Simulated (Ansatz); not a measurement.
# (PbS)1(AgBr)3 [001] superlattice, started as rocksalt type: phonons and vibrational spectra

The cell of (PbS)1(AgBr)3 [001] superlattice, started as rocksalt type is at rest. What are its phonons?

Calculated with Ansatz 0.2.0; DFT LDA, scalar-relativistic, plane waves, PAW.

The structure was built from a prototype and need not be the compound's stable phase.

**1. Starting point**

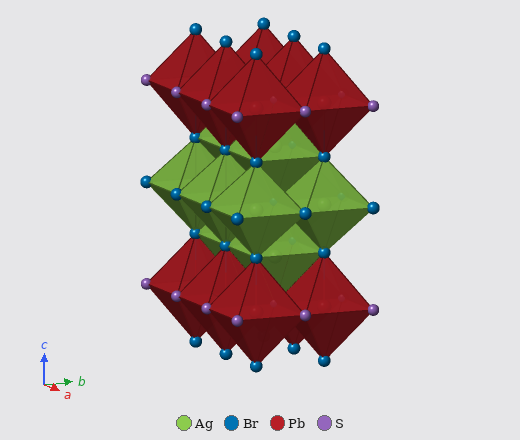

The starting structure, seen slightly off an axis (silver green, bromine blue, lead red, sulfur purple). 2×1×1 cells are drawn. Some periodic images of atoms are drawn too.

**2. Modes at Γ**

The cell comes from relaxations at this level that are not shown. The zone centre is the only wavevector solved here; it holds the modes that light can see, as far as symmetry allows. No field response is asked, since the mesh shows no gap.

Contents of input.yaml:

```yaml
crystal:
  lattice:
    - [2.8442231338, 2.8442231338, 0.0]
    - [-2.8442231338, 2.8442231338, 0.0]
    - [0.0, 0.0, 11.2082140697]
  atoms:
    - { symbol: Ag, position: [0.5, 0.5, 0.2295367755] }
    - { symbol: Ag, position: [0.0, 0.0, 0.5] }
    - { symbol: Ag, position: [0.5, 0.5, 0.7704632245] }
    - { symbol: Br, position: [1.0, 0.0, 0.2649150142] }
    - { symbol: Br, position: [0.5, 0.5, 0.5] }
    - { symbol: Br, position: [1.0, 0.0, 0.7350849858] }
    - { symbol: Pb, position: [0.0, 0.0, 0.0] }
    - { symbol: S, position: [0.5, 0.5, 0.0] }
kpoints:
  mp_grid: { grid: [8, 8, 4] }
hamiltonian:
  xc: lda
scf:
  occupations: { method: methfessel_paxton, width: 0.15 }
output:
  eigenvalues: true
phonons:
  method: dfpt
```

The run is started by

```console
ansatz run input.yaml --threads 8 --pin off --max-ram 14336MiB --backend cpu --events-out ev --progress --plain --runs-dir out
```

Numbers of over 12 decimals in the logs are rounded to 6 here.

The program printed:

```text
zone centre: on kpoints.mp_grid the ground state, and the responses unless they are solved on pairs of k-points, stand on 63 of the mesh's 256 k-points, reduced under 4 symmetry operations, with k and −k counted as one. Each operation leaves every solved displacement unchanged or reverses it
Engine: ansatz 0.2.0, x86_64-unknown-linux-gnu
Pseudopotentials: kind: paw
Pseudopotential: Ag, paw, valence charge 19, recommended cutoff 420 eV (normal), Ag.paw.azcp
Pseudopotential: Br, paw, valence charge 7, recommended cutoff 420 eV (normal), Br.paw.azcp
Pseudopotential: Pb, paw, valence charge 14, recommended cutoff 420 eV (normal), Pb.paw.azcp
Pseudopotential: S, paw, valence charge 6, recommended cutoff 420 eV (normal), S.paw.azcp
Functional definition: SPW92
  exchange = slater_x
  correlation = pw_c
Crystal: 8 atoms, lattice volume = 181.340 Å³
Basis set: ecut = 420 eV, 3541 PW (Γ), exchange–correlation on 54×54×150 points (8 copies of the dense FFT grid, shifted against one another)
Bands: 59, of which v1, the nominal top of the filled ones, is band 49 counted from 1 (48 counted from 0)
Symmetry: 16 space group operations
k-points: 63 of 256 (irreducible under 4 space group operations, time reversal used)
Non-local potential: Ag, projectors of the file, l = 0: 3, l = 1: 2, l = 2: 2, l = 3: 1
Non-local potential: Br, projectors of the file, l = 0: 2, l = 1: 2, l = 2: 2
Non-local potential: Pb, projectors of the file, l = 0: 2, l = 1: 2, l = 2: 2, l = 3: 2
Non-local potential: S, projectors of the file, l = 0: 2, l = 1: 2, l = 2: 2
PAW form: soft (Blöchl's): semilocal exchange-correlation on the pseudo side does not see the compensation charge
PAW frozen core: Ag, regenerated for the run's functional, and the local potential with it (the file was generated under x = pbe(κ = 0.804, μ = 0.219515), c = pbe(β = 0.066725))
PAW frozen core: Br, regenerated for the run's functional, and the local potential with it (the file was generated under x = pbe(κ = 0.804, μ = 0.219515), c = pbe(β = 0.066725))
PAW frozen core: Pb, regenerated for the run's functional, and the local potential with it (the file was generated under x = pbe(κ = 0.804, μ = 0.219515), c = pbe(β = 0.066725))
PAW frozen core: S, regenerated for the run's functional, and the local potential with it (the file was generated under x = pbe(κ = 0.804, μ = 0.219515), c = pbe(β = 0.066725))
PAW one-centre angular grid: Ag, 590 points (default); XC on 64 Gauss nodes
PAW one-centre angular grid: Br, 110 points (default); XC on 64 Gauss nodes
PAW one-centre angular grid: Pb, 590 points (default); XC on 64 Gauss nodes
PAW one-centre angular grid: S, 110 points (default); XC on 64 Gauss nodes
Initial density: superposition of atomic densities (neutral atoms: chi_scale 0, normalization atom), corrected by the library's trained network
Initial wavefunctions: pseudopotential atomic-orbital guess
Functional: x = slater, c = lda
SCF iter   1: F=—  HF=-42930.325329 eV  |F-HF|=—  |Δ(HF+E_count)|=         —  Δρ=8.70e-3  dr2=1.28e-1  ethr=1.77e-3  ⟨swp⟩=7.9  Hψ=15572  notcnv=0  defer=1
preconditioner: auto → Resta (q_TF=auto, 2.462 Å⁻¹)  ε∞=5.9  [insulator: Δε(μ)=0.284 eV  Ē_g=10.754 eV  σ=0.150 eV  W_gap=0.52  n_scr=48 (ndim 8)  ℏωp=23.7 eV  f_vac=0.007  D(μ)=0.13/eV (n_scr^D=0)  ε∞_Penn≈5.9]
SCF iter   2: F=—  HF=-42930.295449 eV  |F-HF|=—  |Δ(HF+E_count)|=   2.99e-2  S|Δr|=    0.00e0  Δρ=3.32e-3  dr2=1.39e-2  ethr=1.30e-4  ⟨swp⟩=2.0  Hψ=6061  notcnv=0  defer=1
SCF iter   3: F=—  HF=-42930.291822 eV  |F-HF|=—  |Δ(HF+E_count)|=   3.63e-3  S|Δr|=    0.00e0  Δρ=1.43e-3  dr2=2.92e-3  ethr=1.42e-5  ⟨swp⟩=1.9  Hψ=3936  notcnv=0  defer=1
SCF iter   4: F=—  HF=-42930.291006 eV  |F-HF|=—  |Δ(HF+E_count)|=   8.15e-4  S|Δr|=    0.00e0  Δρ=2.10e-4  dr2=7.97e-5  ethr=2.98e-6  ⟨swp⟩=2.1  Hψ=5281  notcnv=0  defer=1
SCF iter   5: F=—  HF=-42930.291020 eV  |F-HF|=—  |Δ(HF+E_count)|=   1.42e-5  S|Δr|=    0.00e0  Δρ=6.89e-5  dr2=1.19e-5  ethr=8.13e-8  ⟨swp⟩=2.0  Hψ=5432  notcnv=0  defer=1
SCF iter   6: F=—  HF=-42930.291021 eV  |F-HF|=—  |Δ(HF+E_count)|=   8.31e-7  S|Δr|=    0.00e0  Δρ=2.58e-5  dr2=1.43e-6  ethr=1.22e-8  ⟨swp⟩=2.0  Hψ=5989  notcnv=0  defer=1
SCF iter   7: F=—  HF=-42930.291045 eV  |F-HF|=—  |Δ(HF+E_count)|=   2.36e-5  S|Δr|=    0.00e0  Δρ=1.15e-5  dr2=2.20e-7  ethr=1.46e-9  ⟨swp⟩=2.0  Hψ=6388  notcnv=0  defer=1
SCF iter   8: F=—  HF=-42930.291045 eV  |F-HF|=—  |Δ(HF+E_count)|=   4.61e-8  S|Δr|=    0.00e0  Δρ=2.55e-6  dr2=1.44e-8  ethr=2.24e-10  ⟨swp⟩=2.0  Hψ=5997  notcnv=0  defer=1
SCF iter   9: F=—  HF=-42930.291045 eV  |F-HF|=—  |Δ(HF+E_count)|=   1.70e-9  S|Δr|=    0.00e0  Δρ=6.68e-7  dr2=9.45e-10  ethr=1.47e-11  ⟨swp⟩=2.0  Hψ=5998  notcnv=0  defer=1
SCF iter  10: F=—  HF=-42930.291045 eV  |F-HF|=—  |Δ(HF+E_count)|=  7.28e-11  S|Δr|=    0.00e0  Δρ=1.50e-7  dr2=6.58e-11  ethr=1.00e-12  ⟨swp⟩=2.0  Hψ=5302  notcnv=0  defer=1
SCF iter  11: F=-42930.291045 eV  HF=-42930.291045 eV  |F-HF|=7.28e-12  |Δ(HF+E_count)|=  7.28e-12  S|Δr|=    0.00e0  Δρ=6.00e-8  dr2=9.52e-12  ethr=1.00e-12  ⟨swp⟩=13.0  Hψ=21749  notcnv=0
SCF 1 converged in 11 iterations: F = -42930.291045 eV  dr2 = 9.52e-12
  greatest PAW one-centre occupation: 1.002 electrons in one spin orbital (limit 2), on the Ag atom at site 2 (counted from 0), in its partial waves of l = 0
DFPT response loops at Γ: preconditioner auto → Kerker (q_TF=auto, 2.462 Å⁻¹) (partly filled bands, converged f_vac=0.005); β = 1.00, the filter's whole step (`scf.mixing.beta` (0.50) is not read by the response loops under this deck's `scf.mixing.preconditioner`; to damp them name `kerker` or `kerker_dos`, under which they read `scf.mixing.beta`, and type it under 1.00, their step now; both keys bind the ground state too); Broyden in place of MSR1
SCF converged after 11 iterations
Stability not checked: this state was not tested for a lower state beside it, because cold or Methfessel-Paxton smearing, or corrected tetrahedra, fill the levels in a way that the test cannot read (fill_not_monotonic; see scf.lower_state_search)
Free energy (F): -42930.291045 eV
Harris-Foulkes:  -42930.291045 eV  (|F-HF|=7.28e-12)
Internal energy: -42930.291027 eV  (E = F + TS)
E sigma→0 (E₀):  -42930.291040 eV
Entropy (-TS):   -0.000018 eV (-0.002 meV/atom)
Fermi energy:    9.616712 eV
--- Per-component energies (eV) ---
  E_band       = -1093.250204
  E_kinetic    = 2384.558642
  E_local      = -11097.881350  (includes V_loc(G=0)·N_el)
  E_nonlocal   = 868.208332
  E_hartree    = 4807.759279
  E_xc         = -1647.698498
  E_vxc        = -1236.498200  (∫ρ·V_xc dr)
  E_paw        = -28470.939815  (= ΣΔE_a)
  E_vpaw       = -1627.156774  (= ΣTr[D̂ρ^β])
  E_aug_tail   = 0.000845  (compensation charges beyond the density's cutoff)
  E_ewald      = -9777.167902
  E_core_change = 2.869440  (= ΣΔE_core)
  E_smearing   = -0.000018  (= −TS)
  E_closure    = -0.000000  (closes the sum)
  Σ components = -42930.291045   (vs F -42930.291045, Δ=0.00e0)
--- Band table (eV; the first three rows and the last of 63) ---
  k-point 0: bands = [... 45 lower, 7.1721, 7.1721, 7.1812, 7.4875, 9.5265, 11.6435, 11.8854, 12.7672, ... 6 higher]
  k-point 1: bands = [... 45 lower, 6.9997, 7.2147, 7.2147, 7.4594, 9.8790, 10.9292, 11.7381, 13.3246, ... 6 higher]
  k-point 2: bands = [... 45 lower, 6.8824, 7.2487, 7.2487, 7.4419, 10.5939, 10.6352, 10.8700, 13.9658, ... 6 higher]
  k-point 62: bands = [... 45 lower, 6.6710, 6.7842, 6.8892, 7.2709, 10.7330, 11.0950, 11.2342, 14.2207, ... 6 higher]
--- Phonons (Γ-DFPT): 12 representative perturbations + reference, on 63 of 256 k-points (Σ response iterations 41) ---
  k mesh reduced under 4 symmetry operations, with k and −k counted as one. Each operation leaves every solved displacement unchanged or reverses it
  ASR residual: 5.695e-5 → 0.000e0 eV/Å²; symmetrization residual: 8.362e-6 eV/Å²
  ASR residual per site (eV/Å²): 2.47e-5 8.85e-6 2.47e-5 5.69e-5 3.72e-5 5.69e-5 8.25e-6 4.34e-5
  Γ frequencies (cm⁻¹): 0.00 0.00 0.00 12.12 19.69 19.69 28.47 28.47 29.69 29.69 63.82 67.58 67.58 77.96 81.37 81.37 101.12 101.12 110.26 127.72 127.72 152.59 167.40 207.70
  non-analytic LO–TO correction: not included (Born effective charges unavailable; polar crystals: no LO–TO splitting at Γ)
```

Elapsed: 67 s, on 8 threads of Intel Xeon 6975P-C (Granite Rapids), shared host; peak memory 2.4 GiB; 8 min of CPU time.

Numbers from this step:

```yaml
volume_per_atom: 22.67 Å³
gap_on_the_k_mesh: 0 eV
sum_rule_residual_before_enforcement: 5.69e-5 eV/Å²
point_group: 4/mmm
highest_optical_mode_at_the_zone_centre_no_lo_to_term: 207.7 cm⁻¹
lowest_optical_zone_centre_mode: 12.12 cm⁻¹
```

Patterns of degenerate modes are one choice out of their space. The modes at Γ (shares of kinetic energy by element, %):

```tsv
mode	frequency (cm⁻¹)	symmetry	Ag %	Br %	Pb %	S %
1	0.0	acoustic	40	30	26	4
2	0.0	acoustic	40	30	26	4
3	0.0	acoustic	40	30	26	4
4	12.1	A2u	65	28	3	3
5	19.7	Eu	29	8	55	8
6	19.7	Eu	29	8	55	8
7	28.5	Eg	72	28	0	0
8	28.5	Eg	72	28	0	0
9	29.7	Eu	74	20	6	1
10	29.7	Eu	74	20	6	1
11	63.8	A2u	6	57	37	0
12	67.6	Eu	37	56	3	5
13	67.6	Eu	37	56	3	5
14	78.0	A1g	100	0	0	0
15	81.4	Eg	28	72	0	0
16	81.4	Eg	28	72	0	0
17	101.1	Eu	17	79	0	3
18	101.1	Eu	17	79	0	3
19	110.3	A2u	51	19	29	0
20	127.7	Eu	3	7	10	80
21	127.7	Eu	3	7	10	80
22	152.6	A1g	0	100	0	0
23	167.4	A2u	29	62	5	3
24	207.7	A2u	8	3	0	89
```

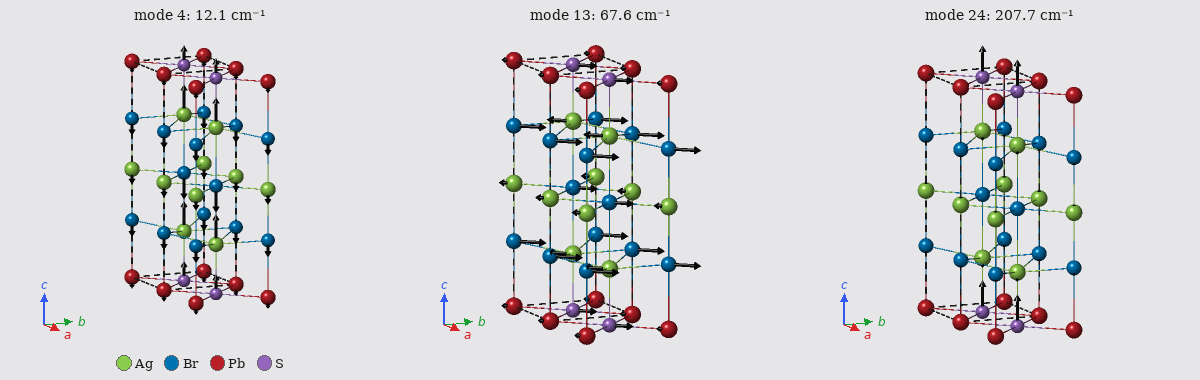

Displacement patterns of modes 4, 13 and 24 at Γ; arrows are exaggerated. 2×1×1 cells are drawn. Some periodic images of atoms are drawn too.

Before it was imposed, the acoustic sum rule was missed by 5.7e-5 eV/Å². Small misses are needed for a sound result but don't prove that mesh and cutoff are converged. The lowest optical mode is real, 12.1 cm⁻¹.

**3. Another isotope, element Ag, natural mass 107.868 amu**

An isotope changes the mass and not the force constants, so no new electronic calculation is needed; the shifts show which modes move this element.

The same force constants with the mass of Ag changed from 107.868 to 108.905 u (phonopy, no LO-TO term). Both lists are sorted by frequency; levels can cross, so a row need not hold one and the same mode. Modes under 3 cm⁻¹ are left out. Isotope shifts, by row:

```tsv
q	rank	natural mass (cm⁻¹)	changed mass (cm⁻¹)
0 0 0	4	12.12	12.08
0 0 0	5	19.69	19.67
0 0 0	6	19.69	19.67
0 0 0	7	28.47	28.37
0 0 0	8	28.47	28.37
0 0 0	9	29.69	29.58
0 0 0	10	29.69	29.58
0 0 0	11	63.82	63.8
0 0 0	12	67.58	67.46
0 0 0	13	67.58	67.46
0 0 0	14	77.96	77.58
0 0 0	15	81.37	81.26
0 0 0	16	81.37	81.26
0 0 0	17	101.1	101
0 0 0	18	101.1	101
0 0 0	19	110.3	110
0 0 0	20	127.7	127.7
0 0 0	21	127.7	127.7
0 0 0	22	152.6	152.6
0 0 0	23	167.4	167.2
0 0 0	24	207.7	207.6
```

A mode of this element alone would shift by -0.48 %. The highest zone-centre frequency without the field goes from 207.7 to 207.6 cm⁻¹ (-0.0 %).

**4. Another isotope, element Br, natural mass 79.904 amu**

The same for Br, from 79.90 to 80.92 u.

The same force constants with the mass of Br changed from 79.904 to 80.916 u (phonopy, no LO-TO term). Both lists are sorted by frequency; levels can cross, so a row need not hold one and the same mode. Modes under 3 cm⁻¹ are left out. Isotope shifts, by row:

```tsv
q	rank	natural mass (cm⁻¹)	changed mass (cm⁻¹)
0 0 0	4	12.12	12.1
0 0 0	5	19.69	19.68
0 0 0	6	19.69	19.68
0 0 0	7	28.47	28.42
0 0 0	8	28.47	28.42
0 0 0	9	29.69	29.65
0 0 0	10	29.69	29.65
0 0 0	11	63.82	63.59
0 0 0	12	67.58	67.34
0 0 0	13	67.58	67.34
0 0 0	14	77.96	77.96
0 0 0	15	81.37	81
0 0 0	16	81.37	81
0 0 0	17	101.1	100.6
0 0 0	18	101.1	100.6
0 0 0	19	110.3	110.1
0 0 0	20	127.7	127.7
0 0 0	21	127.7	127.7
0 0 0	22	152.6	151.6
0 0 0	23	167.4	166.7
0 0 0	24	207.7	207.7
```

A mode of this element alone would shift by -0.63 %. The highest zone-centre frequency without the field goes from 207.7 to 207.7 cm⁻¹ (-0.0 %).

**5. Another isotope, element Pb, natural mass 207.2 amu**

The same for Pb, from 207.20 to 203.97 u.

The same force constants with the mass of Pb changed from 207.200 to 203.973 u (phonopy, no LO-TO term). Both lists are sorted by frequency; levels can cross, so a row need not hold one and the same mode. Modes under 3 cm⁻¹ are left out. Isotope shifts, by row:

```tsv
q	rank	natural mass (cm⁻¹)	changed mass (cm⁻¹)
0 0 0	4	12.12	12.12
0 0 0	5	19.69	19.78
0 0 0	6	19.69	19.78
0 0 0	7	28.47	28.47
0 0 0	8	28.47	28.47
0 0 0	9	29.69	29.7
0 0 0	10	29.69	29.7
0 0 0	11	63.82	64
0 0 0	12	67.58	67.59
0 0 0	13	67.58	67.59
0 0 0	14	77.96	77.96
0 0 0	15	81.37	81.37
0 0 0	16	81.37	81.37
0 0 0	17	101.1	101.1
0 0 0	18	101.1	101.1
0 0 0	19	110.3	110.5
0 0 0	20	127.7	127.8
0 0 0	21	127.7	127.8
0 0 0	22	152.6	152.6
0 0 0	23	167.4	167.5
0 0 0	24	207.7	207.7
```

A mode of this element alone would shift by +0.79 %. The highest zone-centre frequency without the field goes from 207.7 to 207.7 cm⁻¹ (+0.0 %).

**6. Isotope substitution, element S, natural mass 32.06 amu**

The same for S, from 32.06 to 33.97 u.

A mode of this element alone would shift by -2.85 %. The highest zone-centre frequency without the field goes from 207.7 to 202.5 cm⁻¹ (-2.5 %).

**7. What came out**

- space group (within 0.01 Å): P4/mmm
- volume per atom: 22.7 Å³
- electronic character: no gap on this mesh
- highest optical mode at the zone centre (no LO-TO term): 208 cm⁻¹
- lowest optical zone-centre mode: 12.1 cm⁻¹
- imaginary modes at Γ (the only wavevector solved): none

What this shows: The structure is stable against zone-centre distortions, since no mode there is imaginary; other wavevectors were not solved, so zone-boundary instabilities are untested. The optical modes at Γ span 12 to 208 cm⁻¹. No dispersion was computed. The highest mode in this list at Γ, 207.7 cm⁻¹, is mostly motion of S (89 % of the kinetic energy). With no gap, or one that is small against the smearing, the frequencies hang on the k mesh and the smearing, most of all near Kohn anomalies. A semilocal functional can close a gap that the real compound would have, so the metallic treatment may be an artefact of the level. An optical mode within 15 cm⁻¹ of zero is at the mercy of small errors in the force constants, and even its sign is uncertain. Spin-orbit coupling is left out, which can matter for the heavy elements here. The starting cell was built on a prototype and not taken from a measurement, so the phase need not exist. These are harmonic frequencies at zero temperature: anharmonic shifts, linewidths and thermal expansion are left out.

[Logs are printed without paths, hosts, clocks, repeated set-up lines and the standing remarks that a program may print on its own settings, such as how far it seeks lower states.]

[Hosts, paths, dates, database ids (printed as entryN), source tags and the programs' standing remarks are cut or masked in the printed files.]
